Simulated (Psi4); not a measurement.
# Si2NH7 (SMILES [SiH3]N[SiH3]) at HSE06/6-31G(d) (spherical functions)

Aim: the vertical ionisation energy of Si2NH7 at HSE06/6-31G* (spherical functions), from 2 runs. 

The calculation is run with Psi4 1.11.

## (1) The structure to begin with

Si2NH7: 10 atoms, total charge 0, spin state singlet. As SMILES, `[SiH3]N[SiH3]`. Geometry: relaxed at PBE0-D4/def2-TZVP.

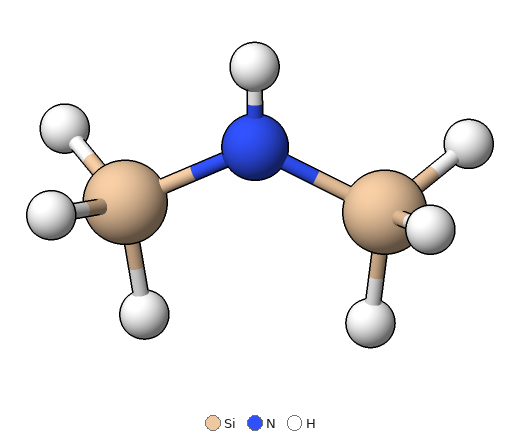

The structure, seen from a chosen angle (silicon light orange, nitrogen blue, hydrogen white).

## (2) Energy and forces at HSE06/6-31G(d) (spherical functions)

Input file h7nsi2.dat:

```
memory 2.2 GB

molecule system {
  0 1
  Si    -1.042800     0.758390    -0.879990
  N      0.119990     0.500410     0.368670
  Si     0.995830    -0.935260     0.755390
  H     -1.373610    -0.567260    -1.458240
  H     -0.532280     1.645360    -1.962590
  H     -2.274280     1.393560    -0.336440
  H      0.361990     1.317290     0.912940
  H      0.403090    -2.042290    -0.034740
  H      0.897240    -1.243020     2.208320
  H      2.444830    -0.827180     0.426680
  symmetry c1
}

set globals {
  basis 6-31G*
  reference rks
  puream true
  e_convergence 1e-09
  d_convergence 1e-08
  scf_type pk
  dft_radial_points 99
  dft_spherical_points 590
}

E, wfn = gradient("hse06", return_wfn=True)
oeprop(wfn, "WIBERG_LOWDIN_INDICES", "QUADRUPOLE", "LOWDIN_CHARGES", title="HSE06")
print_variables()
```

Command:

```
$ psi4 h7nsi2.dat h7nsi2.out -n 1
```

h7nsi2.out:

```text
[...]
  Running in c1 symmetry.
[...]
  Nuclear repulsion =  156.903590374845123
[...]
  Multiplicity = 1
[...]
  Nalpha       = 21
  Nbeta        = 21
[...]
    Number of basis functions: 64
[...]
   @RKS iter   1:  -637.39433580949583   -2.40825e-01   1.13575e-02 ADIIS/DIIS
[...]
   @RKS iter  10:  -637.64530411441046   -3.29692e-12   2.97447e-09 DIIS
[...]
    Orbital Energies [Eh]
    ---------------------
    Doubly Occupied:
       1A    -66.240525     2A    -66.240518     3A    -14.361130
       4A     -5.318038     5A     -5.318037     6A     -3.651849
       7A     -3.651842     8A     -3.650784     9A     -3.650769
      10A     -3.650286    11A     -3.650281    12A     -0.854663
      13A     -0.552755    14A     -0.536216    15A     -0.443076
      16A     -0.380751    17A     -0.365987    18A     -0.342929
      19A     -0.335998    20A     -0.328453    21A     -0.253143
[...]
  @RKS Final Energy:  -637.64530411441046
   => Energetics <=
    Nuclear Repulsion Energy =            156.9035903748451233
    One-Electron Energy =               -1193.4149534324853903
    Two-Electron Energy =                 438.1885556904273926
    DFT Exchange-Correlation Energy =     -39.3224967471976043
    Empirical Dispersion Energy =           0.0000000000000000
    VV10 Nonlocal Energy =                  0.0000000000000000
    Total Energy =                       -637.6453041144104645
[...]
  -Total Gradient:
     Atom            X                  Y                   Z
    ------   -----------------  -----------------  -----------------
       1        0.002815858534    -0.001051866478     0.003278855894
       2        0.000061498143    -0.001509811396    -0.001641192723
       3       -0.002596082622     0.003445874297    -0.001069435825
       4        0.000422958429     0.000878972404     0.000601194723
       5        0.000234010424    -0.000815298040     0.001451363127
       6        0.001406388821    -0.000637281078     0.000047635095
       7       -0.000781156495    -0.002727066930    -0.001853044502
       8        0.000272154513     0.001002576352     0.000481117780
       9       -0.000284248984     0.000769231723    -0.001309202416
      10       -0.001547741800     0.000661723669     0.000025812589
[...]
 Multipole Moments:
 ------------------------------------------------------------------------------------
     Multipole            Electronic (a.u.)      Nuclear  (a.u.)        Total (a.u.)
 ------------------------------------------------------------------------------------
 L = 1.  Multiply by 2.5417464519 to convert [e a0] to [Debye]
 Dipole X            :          0.1833713           -0.0949107            0.0884606
 Dipole Y            :          0.7529178           -0.4571995            0.2957182
 Dipole Z            :          0.5512619           -0.3552558            0.1960061
 Magnitude           :                                                    0.3656404
 L = 2.  Multiply by 1.3450342976 to convert [e a0^2] to [Debye ang]
 Quadrupole XX       :       -183.6674157          155.7924008          -27.8750149
 Quadrupole XY       :        109.2052222         -108.7106589            0.4945633
[...]
```

Wall time 58 s (1 thread of Intel Xeon at 2.70GHz, shared host); peak memory 1.2 GiB.

## (3) The doublet cation: a single-point energy at UHSE06/6-31G(d) (spherical functions)

Input file h7nsi2.xyz:

```xyz
10
H7NSi2
Si    -1.042800     0.758390    -0.879990
N      0.119990     0.500410     0.368670
Si     0.995830    -0.935260     0.755390
H     -1.373610    -0.567260    -1.458240
H     -0.532280     1.645360    -1.962590
H     -2.274280     1.393560    -0.336440
H      0.361990     1.317290     0.912940
H      0.403090    -2.042290    -0.034740
H      0.897240    -1.243020     2.208320
H      2.444830    -0.827180     0.426680
```

Input file h7nsi2.py:

```python
import psi4

psi4.set_memory(2200000000)
psi4.set_num_threads(1)
psi4.set_output_file('h7nsi2.out', False)

with open('h7nsi2.xyz') as f:
    atoms = ''.join(f.readlines()[2:])
mol = psi4.geometry('1 2\n' + atoms + 'symmetry c1')

psi4.set_options({
    'basis': '6-31G*',
    'reference': 'uks',
    'puream': True,
    'e_convergence': 1e-09,
    'd_convergence': 1e-08,
    'scf_type': 'pk',
    'dft_radial_points': 99,
    'dft_spherical_points': 590,
    'maxiter': 100,
})

e, wfn = psi4.energy('hse06', return_wfn=True)
psi4.oeprop(wfn, 'QUADRUPOLE', 'MAYER_INDICES', 'WIBERG_LOWDIN_INDICES', title='HSE06')
print(f'total energy {e:.8f} hartree = {e * 27.211386:.5f} eV')
```

Command:

```
$ python h7nsi2.py
```

h7nsi2.out:

```text
[...]
  Running in c1 symmetry.
[...]
  Nuclear repulsion =  156.903590374845123
[...]
  Multiplicity = 2
[...]
  Nalpha       = 21
  Nbeta        = 20
[...]
    Number of basis functions: 64
[...]
   @UKS iter   1:  -637.12761452390782    2.58961e-02   9.28885e-03 DIIS/ADIIS
[...]
   @UKS iter  13:  -637.30116618911711    4.54747e-13   7.36264e-09 DIIS
[...]
   @S^2 Observed:                7.586501892E-01
[...]
    Orbital Energies [Eh]
    ---------------------
    Alpha Occupied:
       1A    -66.453423     2A    -66.453416     3A    -14.681221
       4A     -5.535234     5A     -5.535233     6A     -3.870075
       7A     -3.870069     8A     -3.867008     9A     -3.867002
      10A     -3.866254    11A     -3.866252    12A     -1.159120
      13A     -0.794864    14A     -0.789433    15A     -0.682743
      16A     -0.642205    17A     -0.629440    18A     -0.554490
      19A     -0.547491    20A     -0.531892    21A     -0.526118
    Alpha Virtual:
      22A     -0.206112    23A     -0.140012    24A     -0.136422
      25A     -0.127460    26A     -0.126904    27A     -0.102582
[...]
  @UKS Final Energy:  -637.30116618911711
   => Energetics <=
    Nuclear Repulsion Energy =            156.9035903748451233
    One-Electron Energy =               -1183.7461568906412595
    Two-Electron Energy =                 428.6012463975779383
    DFT Exchange-Correlation Energy =     -39.0598460708990132
    Empirical Dispersion Energy =           0.0000000000000000
    VV10 Nonlocal Energy =                  0.0000000000000000
    Total Energy =                       -637.3011661891171116
[...]
 Multipole Moments:
 ------------------------------------------------------------------------------------
     Multipole            Electronic (a.u.)      Nuclear  (a.u.)        Total (a.u.)
 ------------------------------------------------------------------------------------
 L = 1.  Multiply by 2.5417464519 to convert [e a0] to [Debye]
 Dipole X            :          0.3336844           -0.0949107            0.2387736
 Dipole Y            :          1.0659661           -0.4571995            0.6087666
 Dipole Z            :          0.6881432           -0.3552558            0.3328874
 Magnitude           :                                                    0.7337735
 L = 2.  Multiply by 1.3450342976 to convert [e a0^2] to [Debye ang]
 Quadrupole XX       :       -175.1083366          155.7924008          -19.3159357
 Quadrupole XY       :        105.8785622         -108.7106589           -2.8320967
[...]
```

Standard output:

```text
total energy -637.30116619 hartree = -17341.84803 eV
```

Run time: 86 s. Hardware: 1 thread of Intel Xeon at 2.70GHz, shared host; peak memory 1.2 GiB.

## (4) What came out

At HSE06/6-31G* (spherical functions):

| quantity | value |
| --- | --- |
| singlet Si2NH7: total energy | -637.64530 Eh |
| singlet Si2NH7: dipole moment | 0.93 D |
| singlet Si2NH7: HOMO energy | -6.89 eV |
| singlet Si2NH7: LUMO energy | 0.01 eV |
| singlet Si2NH7: HOMO–LUMO gap | 6.90 eV |
| singlet Si2NH7: largest force on an atom | 0.229 eV/Å |
| doublet cation: total energy | -637.30117 Eh |
| doublet cation: HOMO energy (highest over α and β) | -14.32 eV |
| doublet cation: LUMO energy (lowest over α and β) | -11.81 eV |
| doublet cation: ⟨S²⟩ | 0.759 |
| vertical ionisation energy (to the doublet cation) | 9.364 eV |

What this shows: Removing an electron at fixed nuclei costs 9.36 eV (904 kJ/mol). −ε(HOMO) before ionisation, 6.89 eV, is 2.48 eV below this ionisation energy.
